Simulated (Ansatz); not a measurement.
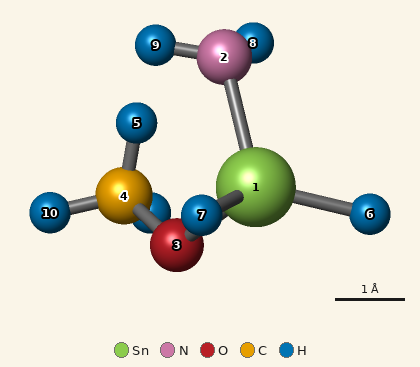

Fig. 1: The structure as given in the input (ball-and-stick view, seen at a tilt; atoms are numbered from 1 in the order of the input). Sticks mark near contacts.

Geometry relaxation of CH₇NOSn (part 1 of 2)

System: CH₇NOSn.
Method: RKS PBE0/def2-SVP (Ansatz 0.2.0).

It belongs to a series of runs on one base structure; here: end point A relaxed. Figures and captions count atoms from 1; the log counts them from 0 in places.

The input
```yaml
crystal:
  periodic: [false, false, false]
  atoms:
    - { symbol: Sn, position_ang: [-1.394222, 0.857118, -0.496544] }
    - { symbol: "N", position_ang: [-0.841914, 0.302811, 1.429164] }
    - { symbol: O, position_ang: [0.426132, -0.141788, -1.222806] }
    - { symbol: C, position_ang: [1.495246, -0.790945, -0.432436] }
    - { symbol: H, position_ang: [1.131993, -0.693343, 0.600323] }
    - { symbol: H, position_ang: [-2.80382, 0.070346, -1.053126] }
    - { symbol: H, position_ang: [-1.269048, 2.529203, -0.821126] }
    - { symbol: H, position_ang: [-0.856804, -0.700362, 1.589421] }
    - { symbol: H, position_ang: [0.061856, 0.676895, 1.700497] }
    - { symbol: H, position_ang: [2.452914, -0.258361, -0.571257] }
    - { symbol: H, position_ang: [1.597665, -1.851575, -0.72211] }
basis:
  gaussian: { orbitals: def2-SVP }
hamiltonian:
  xc: pbe0
relax:
  f_tol: 0.03
  max_steps: 50
output:
  orbitals: {}
```

Launch command:
```bash
ansatz run input.yaml --threads 2 --pin off --max-ram 3072MiB --backend cpu --events-out ev --progress --plain --runs-dir out
```

The program's output
```
The last accepted step is kept in [file] (removed where the run ends without a failure and the disk answers)
Engine: ansatz 0.2.0, x86_64-unknown-linux-gnu
Functional definition: PBE0
  parameter a = 0.25
  parameter kappa = 0.804
  parameter beta = 0.06672455060314922
  exchange = (1 - a)*pbe_x(kappa = kappa, mu = beta*pi^2/3) + a*exact_x
  correlation = pbe_c(beta = beta)
1212 factors; integrals over basis functions are off by at most 4.9e-4 eV
mean field evaluation 1: about -10499.2823 eV, gradient 6.8e1 eV
mean field evaluation 2: about -10421.0814 eV, gradient 1.7e2 eV
mean field evaluation 4: about -10508.6482 eV, gradient 1.6e1 eV
mean field evaluation 8: about -10509.2245 eV, gradient 2.5e-1 eV
mean field evaluation 16: about -10509.2247 eV, gradient 3.4e-5 eV
mean field -10509.22469820 eV, -386.2068842505 hartree, gradient 3.4e-5 eV, S^2 0.000000; 0 other end points of the search recorded, 0 dependent functions left out
the calculation of the forces begins
reference -10509.22473045 eV, -386.2068854358 hartree; 25, 25 occupied and 78, 78 virtual orbitals, 1212 factors
relax step   1: F+E_penalty+E_count = -10509.22469820 eV  Δ(F+E_penalty+E_count) = +0.000e0 eV  max|allowed force component| = 3.301e0 eV/Å  Δτ_max = 0.0000 Å  (27 SCF iters, accepted)
these checks for a lower state are left out or cut short: starts, cluster_reference, orbital_swaps, neighbouring_geometries, increment
1212 factors; integrals over basis functions are off by at most 5.1e-4 eV
mean field -10509.92278816 eV, -386.2325385832 hartree, gradient 1.0e-5 eV, S^2 0.000000; 0 other end points of the search recorded, 0 dependent functions left out
[... from here on the field's lines of each further geometry are left out, up to the last ...]
relax step   2: F+E_penalty+E_count = -10509.92278816 eV  Δ(F+E_penalty+E_count) = -6.981e-1 eV  max|allowed force component| = 1.094e0 eV/Å  Δτ_max = 0.1946 Å  (31 SCF iters, accepted)
relax step   3: F+E_penalty+E_count = -10510.14028434 eV  Δ(F+E_penalty+E_count) = -2.175e-1 eV  max|allowed force component| = 6.270e-1 eV/Å  Δτ_max = 0.1998 Å  (30 SCF iters, accepted)
relax step   4: F+E_penalty+E_count = -10510.19027138 eV  Δ(F+E_penalty+E_count) = -4.999e-2 eV  max|allowed force component| = 4.009e-1 eV/Å  Δτ_max = 0.1941 Å  (30 SCF iters, accepted)
relax step   5: F+E_penalty+E_count = -10510.19096095 eV  Δ(F+E_penalty+E_count) = -6.896e-4 eV  max|allowed force component| = 5.289e-1 eV/Å  Δτ_max = 0.2000 Å  (29 SCF iters, accepted)
relax step   6: F+E_penalty+E_count = -10510.20048232 eV  Δ(F+E_penalty+E_count) = -9.521e-3 eV  max|allowed force component| = 1.266e-1 eV/Å  Δτ_max = 0.0785 Å  (30 SCF iters, accepted)
relax step   7: F+E_penalty+E_count = -10510.20202515 eV  Δ(F+E_penalty+E_count) = -1.543e-3 eV  max|allowed force component| = 2.141e-1 eV/Å  Δτ_max = 0.1092 Å  (30 SCF iters, accepted)
relax step   8: F+E_penalty+E_count = -10510.20593573 eV  Δ(F+E_penalty+E_count) = -3.911e-3 eV  max|allowed force component| = 5.472e-2 eV/Å  Δτ_max = 0.0450 Å  (31 SCF iters, accepted)
relax step   9: F+E_penalty+E_count = -10510.21660693 eV  Δ(F+E_penalty+E_count) = -1.067e-2 eV  max|allowed force component| = 6.359e-2 eV/Å  Δτ_max = 0.1740 Å  (30 SCF iters, accepted)
relax step  10: F+E_penalty+E_count = -10510.21943769 eV  Δ(F+E_penalty+E_count) = -2.831e-3 eV  max|allowed force component| = 2.496e-1 eV/Å  Δτ_max = 0.0948 Å  (30 SCF iters, accepted)
relax step  11: F+E_penalty+E_count = -10510.22420874 eV  Δ(F+E_penalty+E_count) = -4.771e-3 eV  max|allowed force component| = 1.885e-1 eV/Å  Δτ_max = 0.0470 Å  (31 SCF iters, accepted)
relax step  12: F+E_penalty+E_count = -10510.23019326 eV  Δ(F+E_penalty+E_count) = -5.985e-3 eV  max|allowed force component| = 1.521e-1 eV/Å  Δτ_max = 0.0900 Å  (30 SCF iters, accepted)
relax step  13: F+E_penalty+E_count = -10510.23344765 eV  Δ(F+E_penalty+E_count) = -3.254e-3 eV  max|allowed force component| = 2.647e-1 eV/Å  Δτ_max = 0.1058 Å  (29 SCF iters, accepted)
relax step  14: F+E_penalty+E_count = -10510.23661347 eV  Δ(F+E_penalty+E_count) = -3.166e-3 eV  max|allowed force component| = 2.278e-1 eV/Å  Δτ_max = 0.0377 Å  (31 SCF iters, accepted)
relax step  15: F+E_penalty+E_count = -10510.24071610 eV  Δ(F+E_penalty+E_count) = -4.103e-3 eV  max|allowed force component| = 4.211e-2 eV/Å  Δτ_max = 0.1231 Å  (29 SCF iters, accepted)
relax step  16: F+E_penalty+E_count = -10510.24187560 eV  Δ(F+E_penalty+E_count) = -1.159e-3 eV  max|allowed force component| = 5.351e-2 eV/Å  Δτ_max = 0.0590 Å  (31 SCF iters, accepted)
relax step  17: F+E_penalty+E_count = -10510.24231758 eV  Δ(F+E_penalty+E_count) = -4.420e-4 eV  max|allowed force component| = 6.714e-2 eV/Å  Δτ_max = 0.0511 Å  (30 SCF iters, accepted)
the calculation of the forces begins
reference -10510.24289243 eV, -386.2443021984 hartree; 25, 25 occupied and 78, 78 virtual orbitals, 1212 factors
relax step  18: F+E_penalty+E_count = -10510.24286116 eV  Δ(F+E_penalty+E_count) = -5.436e-4 eV  max|allowed force component| = 2.519e-2 eV/Å  Δτ_max = 0.0109 Å  (25 SCF iters, accepted)
```

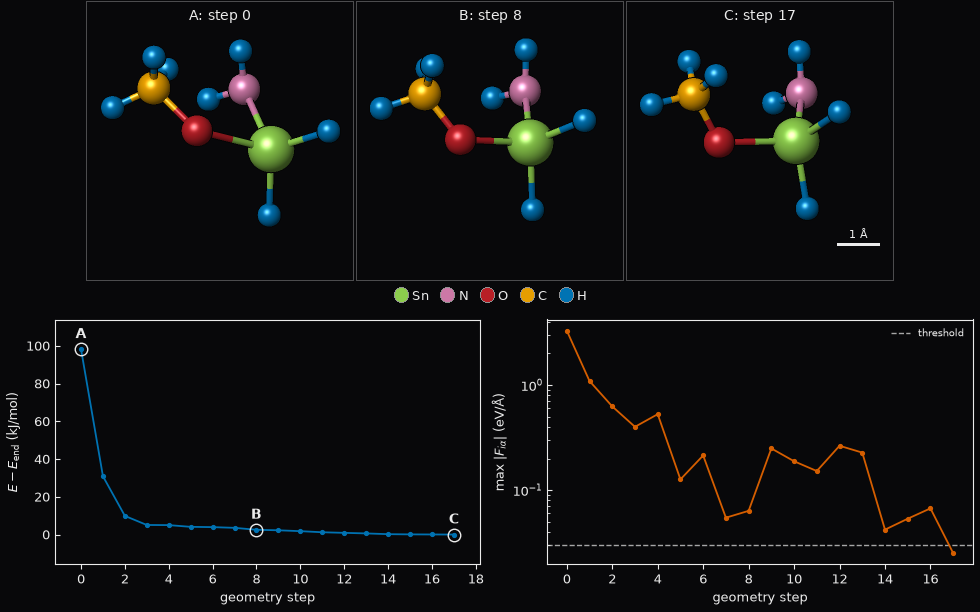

Fig. 2: Frames of the relaxation (ball-and-stick view, seen at a tilt) above the curves, on which the letters mark them (the first geometry is step 0 here and step 1 in the log).

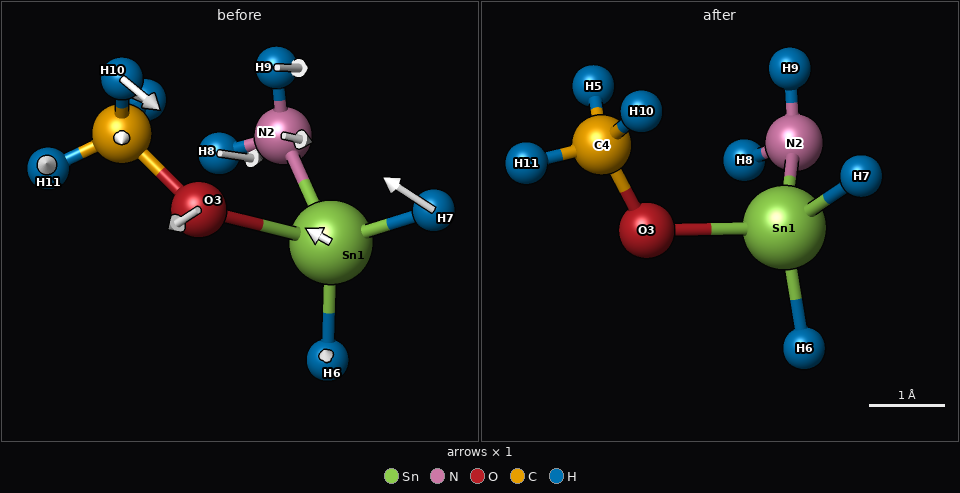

Fig. 3: Before (left) and after (right) the relaxation, at one scale (ball-and-stick view, seen at a tilt). The white arrows give the displacements, at true length. The atom that moves furthest after the best rigid fit is H7 (0.88 Å). Largest moves by element: H 0.88 Å, O 0.71 Å, N 0.55 Å, Sn 0.41 Å, C 0.28 Å. Distances before and after: Sn1–O3 2.200 → 1.999 Å, O3–C4 1.480 → 1.393 Å, Sn1–N2 2.079 → 2.034 Å, C4–H10 1.105 → 1.111 Å. Among the angles that change: N2–Sn1–O3 88.0° → 112.0°, O3–C4–H5 103.0° → 113.3°, O3–Sn1–H6 111.5° → 102.6°. After 17 geometry steps the energy has fallen by 98.2 kJ/mol. Largest force component: 3.3 eV/Å at the start, 0.025 eV/Å at the end. (Atoms are counted from 1 in the order of the input.)

```
1212 factors; integrals over basis functions are off by at most 4.7e-4 eV
mean field -10510.24286116 eV, -386.2443010493 hartree, gradient 1.4e-5 eV, S^2 0.000000; 1 other end points of the search recorded, 0 dependent functions left out
the calculation of the forces begins
reference -10510.24289243 eV, -386.2443021984 hartree; 25, 25 occupied and 78, 78 virtual orbitals, 1212 factors
Total energy: -10510.24289243 eV, -386.2443021984 hartree
Atom 0 at    -1.095842     0.607281    -0.365686 Å, force    -0.007959    -0.011742     0.018588 eV/Å
Atom 1 at    -1.289958     0.518097     1.656613 Å, force     0.008694    -0.001042    -0.002036 eV/Å
Atom 2 at     0.164535    -0.780842    -1.059341 Å, force     0.017578    -0.001631    -0.003358 eV/Å
Atom 3 at     1.514218    -0.768835    -0.716393 Å, force     0.018727     0.001645     0.006461 eV/Å
Atom 4 at     1.691602    -0.874728     0.375301 Å, force    -0.001779     0.008450    -0.025192 eV/Å
Atom 5 at    -2.572239     0.164105    -1.088142 Å, force     0.006431     0.002986    -0.000814 eV/Å
Atom 6 at    -0.463516     2.155491    -0.744028 Å, force    -0.001936    -0.010740     0.004570 eV/Å
Atom 7 at    -1.533113    -0.403342     2.015487 Å, force    -0.000351     0.012910    -0.013708 eV/Å
Atom 8 at    -0.481051     0.852924     2.175782 Å, force    -0.005204     0.001009    -0.002064 eV/Å
Atom 9 at     2.044301     0.151001    -1.044881 Å, force    -0.009959    -0.022797     0.012906 eV/Å
Atom 10 at     2.021060    -1.621151    -1.204712 Å, force    -0.024244     0.020952     0.004647 eV/Å
Dipole moment:     0.117090     0.128539     0.237346 e Å
```

Trajectory as extended XYZ (Å, eV, eV/Å), 18 frames, from step=1 to step=18
```
11
Properties=species:S:1:pos:R:3:forces:R:3 step=1 energy=-10509.22470
Sn   -1.3942    0.8571   -0.4965    3.3009  -2.0000   0.5917
N    -0.8419    0.3028    1.4292   -1.1593   0.7464  -0.1370
O     0.4261   -0.1418   -1.2228    0.0129   0.0397   0.0214
C     1.4952   -0.7909   -0.4324   -2.8697   1.6830  -0.8999
H     1.1320   -0.6933    0.6003    0.7260  -0.4542   0.3734
H    -2.8038    0.0703   -1.0531    0.0703  -0.0003   0.0092
H    -1.2690    2.5292   -0.8211   -0.0224  -0.0550   0.0512
H    -0.8568   -0.7004    1.5894    0.0102   0.0178  -0.0474
H     0.0619    0.6769    1.7005    0.0072  -0.0039   0.0085
H     2.4529   -0.2584   -0.5713   -0.0533  -0.0382   0.0138
H     1.5977   -1.8516   -0.7221   -0.0227   0.0648   0.0152
11
Properties=species:S:1:pos:R:3:forces:R:3 step=2 energy=-10509.92279
Sn   -1.2276    0.7574   -0.4831    0.2057  -0.0822  -0.4178
N    -0.8922    0.3320    1.4818   -0.3573   0.2429  -0.0147
O     0.4202   -0.1307   -1.3013    0.6336  -0.4076   0.7637
C     1.4257   -0.7502   -0.4549   -1.0938   0.6819  -1.0271
H     1.1397   -0.7002    0.6095    0.1860  -0.1117  -0.0147
H    -2.7426    0.0774   -1.0383    0.5493  -0.0015   0.1182
H    -1.2558    2.4754   -0.8070    0.1972  -0.4659   0.1135
H    -0.8759   -0.6811    1.5931    0.0472   0.0277   0.2066
H     0.0350    0.6857    1.7111   -0.0137  -0.0764   0.2815
H     2.4079   -0.2505   -0.5805   -0.2046   0.0412  -0.0069
H     1.5656   -1.8153   -0.7303   -0.1495   0.1516  -0.0023
11
Properties=species:S:1:pos:R:3:forces:R:3 step=3 energy=-10510.14028
Sn   -1.1770    0.7298   -0.4752   -0.0528   0.0216   0.1336
N    -0.9716    0.3776    1.5330    0.1795   0.0191  -0.0744
O     0.4110   -0.1244   -1.3353    0.5899  -0.3856   0.4180
C     1.4073   -0.7379   -0.5285   -0.4192   0.2819  -0.6270
H     1.1667   -0.7231    0.5505    0.0179  -0.0092  -0.0008
H    -2.6035   -0.0200   -1.0543    0.0702  -0.0455   0.0111
H    -1.1254    2.4105   -0.7937    0.0494  -0.0153   0.0297
H    -0.9604   -0.6289    1.7159   -0.0457   0.1560   0.0836
H    -0.0736    0.7430    1.8688   -0.2976  -0.0746   0.0263
H     2.3824   -0.2299   -0.6598   -0.0593  -0.0062   0.0038
H     1.5439   -1.7968   -0.8214   -0.0324   0.0578  -0.0038
11
Properties=species:S:1:pos:R:3:forces:R:3 step=4 energy=-10510.19027
Sn   -1.1514    0.7158   -0.4616    0.0454  -0.0459   0.2080
N    -1.0477    0.4169    1.5639    0.4009  -0.0906   0.0603
O     0.4302   -0.1391   -1.3438    0.0127  -0.0362   0.1098
C     1.4393   -0.7545   -0.5956   -0.1361   0.0878  -0.1329
H     1.2323   -0.7681    0.4930    0.0325  -0.0176   0.0212
H    -2.5508   -0.0659   -1.0533    0.0190  -0.0157  -0.0097
H    -1.0735    2.3949   -0.7717    0.0198  -0.0020   0.0015
H    -1.0552   -0.5735    1.8255   -0.0845   0.2087  -0.0758
H    -0.2027    0.8150    1.9945   -0.3638  -0.0676  -0.1837
H     2.4062   -0.2361   -0.7376    0.0318  -0.0158   0.0061
H     1.5731   -1.8055   -0.9132    0.0222  -0.0052  -0.0047
11
Properties=species:S:1:pos:R:3:forces:R:3 step=5 energy=-10510.19096
Sn   -1.1370    0.7103   -0.4306   -0.0706  -0.0426  -0.0793
N    -1.0595    0.3975    1.5695   -0.4974   0.1984  -0.5289
O     0.4231   -0.1471   -1.3360    0.0230  -0.0307  -0.0039
C     1.4515   -0.7665   -0.6336    0.1232  -0.0673   0.0275
H     1.2901   -0.8054    0.4613   -0.0498   0.0128   0.0655
H    -2.5227   -0.0691   -1.0536   -0.0060  -0.0071  -0.0054
H    -1.0319    2.3840   -0.7569   -0.0019   0.0182   0.0565
H    -1.0695   -0.5612    1.8789    0.0616  -0.3393   0.1666
H    -0.3586    0.9238    2.0566    0.4597   0.2053   0.3921
H     2.4199   -0.2551   -0.7882    0.0234   0.0923  -0.0414
H     1.5947   -1.8112   -0.9676   -0.0650  -0.0400  -0.0492
```
